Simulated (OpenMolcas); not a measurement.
# One shape, several levels: CH6ClNSi (SMILES C[SiH](N)Cl)

Wanted: a comparison of 6 runs (HF/6-31G*, BHLYP/6-31G*, PBE/6-31G*, PBE0/6-31G*, TPSS/6-31G*, CCSD(T)/6-31G*) of CH6ClNSi. 

The results are computed with OpenMolcas 26.06.

1 further run of the same task is left out (set aside as unsound or not needed).

## Step 1: The molecule

The species is CH6ClNSi (10 atoms), meant as a singlet with charge 0. As SMILES, `C[SiH](N)Cl`. One bond was lengthened or shortened from a relaxed shape.

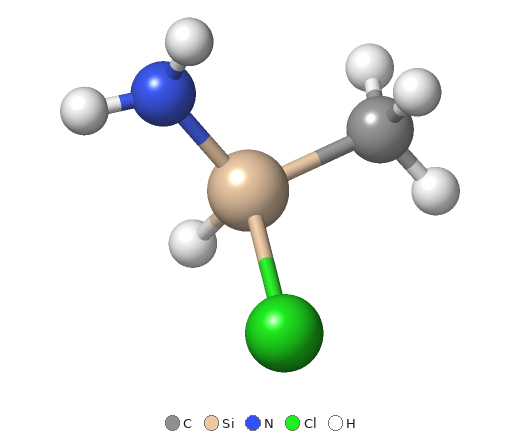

The structure, seen from a chosen angle (carbon grey, silicon light orange, nitrogen blue, chlorine green, hydrogen white).

## Step 2: A single-point energy at HF/6-31G(d) (spherical functions) (run 1)

Input file run.input:

```
&GATEWAY
  BasLib=$CurrDir
  Coord
  10
  bohr
  C     -1.93108656     2.02871359    -0.29377115
  Si    -0.28948148    -0.99087978     0.37934929
  N      2.08477043    -0.50257455     2.50377940
  Cl     1.12419807    -2.63144363    -3.59199142
  H     -3.43474164     1.74374289    -1.67705068
  H     -2.75349537     2.80236747     1.43457236
  H     -0.61319156     3.41577257    -1.07196037
  H     -1.95414122    -2.97868269     1.43003702
  H      3.30685631     0.93701881     2.25206788
  H      2.95763492    -1.99451333     3.30313355
  Basis=6-31Gs
  Group=NoSym

&SEWARD

&SCF
  Thresholds=1e-10 1e-07 1e-07 1e-05
  PrOrbitals=0
```

The basis set 6-31G* is read from a file made from the Basis Set Exchange's data (not shown).

Run with:

```bash
$ export MOLCAS_MEM=1860
$ pymolcas run.input > run.log
```

Standard output:

```text
--- Start Module: gateway ---
[...]
--- Stop Module: gateway /rc=_RC_ALL_IS_WELL_ ---
--- Start Module: seward ---
[...]
      Basis functions           76
--- Stop Module: seward /rc=_RC_ALL_IS_WELL_ ---
[...]
--- Start Module: scf ---
[...]
       Convergence after  13 Iterations
[...]
::    Total SCF energy                               -844.2796146673
[...]
      Total spin, S                                     0.0000000000
[...]
      Total electronic charge=   50.000000
      Total            charge=   -0.000000
[...]
      Dipole Moment (debye):
      Origin of the operator (angstrom)=    0.1934   -0.5486   -0.4331
                   X= -1.1930E-01               Y=  2.1027E+00               Z=  3.5931E+00           Total=  4.1648E+00
      Quadrupole Moment (debye*angstrom):
[...]
--- Stop Module: scf /rc=_RC_ALL_IS_WELL_ ---
[...]
```

Wall time 6.3 s (1 thread of AMD EPYC 7R43 (Zen 3), shared host); peak memory 0.43 GiB.

## Step 3: A single-point energy at BHLYP/6-31G(d) (spherical functions) (run 2)

Input file struct.xyz:

```xyz
10

C     -1.021887     1.073549    -0.155457
Si    -0.153187    -0.524351     0.200743
N      1.103213    -0.265951     1.324943
Cl     0.594900    -1.392500    -1.900800
H     -1.817587     0.922749    -0.887457
H     -1.457087     1.482949     0.759143
H     -0.324487     1.807549    -0.567257
H     -1.034087    -1.576251     0.756743
H      1.749913     0.495849     1.191743
H      1.565113    -1.055451     1.747943
```

Input file run.input:

```
* CH6ClNSi Kohn-Sham DFT

&GATEWAY
 BasLib=$CurrDir
 Coord=struct.xyz
 Basis=6-31Gs
 Group=NoSym

&SEWARD
 GridInput
 Grid=UltraFine
 End of Grid

&SCF
 KSDFT=HYB_GGA_XC_BHANDHLYP
 Thresholds=1e-10 1e-07 1e-07 1e-05
 PrOrbitals=1 2
```

The basis set 6-31G* is read from a file made from the Basis Set Exchange's data (not shown).

Run with:

```bash
$ export MOLCAS_MEM=1860
$ pymolcas run.input > run.log
```

Standard output:

```text
--- Start Module: gateway ---
[...]
--- Stop Module: gateway /rc=_RC_ALL_IS_WELL_ ---
--- Start Module: seward ---
[...]
      Basis functions           76
--- Stop Module: seward /rc=_RC_ALL_IS_WELL_ ---
[...]
--- Start Module: scf ---
[...]
       Convergence after  13 Iterations
[...]
::    Total KS-DFT energy                            -846.1342077473
[...]
      Total spin, S                                     0.0000000000
[...]
      Total electronic charge=   50.000000
      Total            charge=   -0.000000
[...]
      Dipole Moment (debye):
      Origin of the operator (angstrom)=    0.1934   -0.5486   -0.4331
                   X= -3.5320E-02               Y=  2.0823E+00               Z=  3.4528E+00           Total=  4.0322E+00
      Quadrupole Moment (debye*angstrom):
[...]
--- Stop Module: scf /rc=_RC_ALL_IS_WELL_ ---
[...]
```

Wall time 23 s (1 thread of AMD EPYC 7R43 (Zen 3), shared host); peak memory 0.43 GiB.

Runs 3 to 5 aren't shown in full; the table further down has their settings and results.

## Step 4: A single-point energy at CCSD(T)/6-31G(d) (spherical functions) (run 6)

struct.xyz is that of step 3.

Input file run.inp:

```
>>> EXPORT MOLCAS_PRINT=2
&GATEWAY
BasLib=$CurrDir
Coord=struct.xyz
Basis=6-31Gs
Group=NoSym
&SEWARD
&SCF
Thresholds=1e-10 1e-07 1e-07 1e-05
PrOrbitals=1
&RASSCF
FileOrb=$Project.ScfOrb
Spin=1
Nactel=0 0 0
Inactive=25
Ras2=0
OutOrbitals=Canonical
OrbListing=NoCore
&MOTRA
JobIph
Frozen=12
&CCSDT
CCT
Triples=2
Iterations=80
Accuracy=1e-08
Extrapolation=5 4
```

The basis set 6-31G* is read from a file made from the Basis Set Exchange's data (not shown).

Run with:

```bash
$ export MOLCAS_MEM=1860
$ pymolcas run.inp > run.log
```

Standard output:

```text
--- Start Module: gateway ---
[...]
--- Stop Module: gateway /rc=_RC_ALL_IS_WELL_ ---
[...]
      Basis functions           76
[...]
       Convergence after  13 Iterations
[...]
::    Total SCF energy                               -844.2796146673
[...]
      Total spin, S                                     0.0000000000
[...]
      Number of active orbitals                  0
[...]
      Spin quantum number                      0.0
[...]
      Active orbitals                            0
[...]
      Number of CSFs                             1
[...]
      Number of root(s) required                 1
[...]
      Convergence after  4 iterations
[...]
      Natural orbitals and occupation numbers for root  1
      ************************************************************************************************************************
      *                                                    Final results                                                     *
      ************************************************************************************************************************
[...]
::    RASSCF root number  1 Total energy:   -844.27961467
[...]
      Total electronic charge=   50.000000
      Total            charge=   -0.000000
[...]
      Dipole Moment (debye):
      Origin of the operator (angstrom)=    0.1934   -0.5486   -0.4331
                   X= -1.1930E-01               Y=  2.1027E+00               Z=  3.5931E+00           Total=  4.1648E+00
      Quadrupole Moment (debye*angstrom):
[...]
--- Start Module: motra ---
[...]
      *** WARNING: Default frozen orbitals is overwritten by user input.
      *** Default values:   9
[...]
--- Stop Module: motra /rc=_RC_ALL_IS_WELL_ ---
--- Start Module: ccsdt ---
[...]
      Convergence after                    15  Iterations
      Total energy (diff) :    -844.82660643       0.00000001
[...]
 METHOD                       : CCSD+T(CCSD)+<T3(1)WT1> = CCSD(T)
[...]
       CCSD     =      -844.8266064258019
[...]
--- Stop Module: ccsdt /rc=_RC_ALL_IS_WELL_ ---
[...]
```

Wall time 30 s (1 thread of AMD EPYC 7R43 (Zen 3), shared host); peak memory 0.43 GiB.

## Step 5: Overview of the runs

```csv
run,level,integration grid,frozen core orbitals,energy (Eh),dipole moment (D) of the reference,HOMO energy (eV),LUMO energy (eV),wall time
1,HF/6-31G* (spherical functions),–,–,-844.279615,4.16,-11.23,3.76,6.3 s
2,BHLYP/6-31G* (spherical functions),UltraFine,–,-846.134208,4.03,-9.09,1.12,23 s
3,PBE/6-31G* (spherical functions),UltraFine,–,-845.720615,3.95,-6.35,-0.81,26 s
4,PBE0/6-31G* (spherical functions),UltraFine,–,-845.804600,4.03,-7.81,0.07,24 s
5,TPSS/6-31G* (spherical functions),UltraFine,–,-846.251977,3.98,-6.49,-0.66,34 s
6,CCSD(T)/6-31G* (spherical functions),–,12,-844.839800,4.16,-11.23,3.76,30 s
```

## Step 6: What came out

```
                                           quantity          value
                                run 6: total energy  -844.83980 Eh
          run 6: dipole moment (mean-field density)         4.16 D
         run 6: HOMO energy (Hartree–Fock orbitals)      -11.23 eV
         run 6: LUMO energy (Hartree–Fock orbitals)        3.76 eV
       run 6: HOMO–LUMO gap (Hartree–Fock orbitals)       14.99 eV
run 6: correlation energy (12 core orbitals frozen)     -560.2 mEh
                              run 6: (T) correction     -13.19 mEh
```

Over runs 1, 2, 3, 4, 5 the dipole moment (its size) runs from 3.95 D (PBE/6-31G*) to 4.16 D (HF/6-31G*). Over runs 1, 2, 3, 4, 5 the HOMO–LUMO gap runs from 5.54 eV (PBE/6-31G*) to 14.99 eV (HF/6-31G*). Exact exchange widens orbital gaps. Totals of different functionals can't be ranked against each other. All runs together took 2.4 min, the longest 34 s.
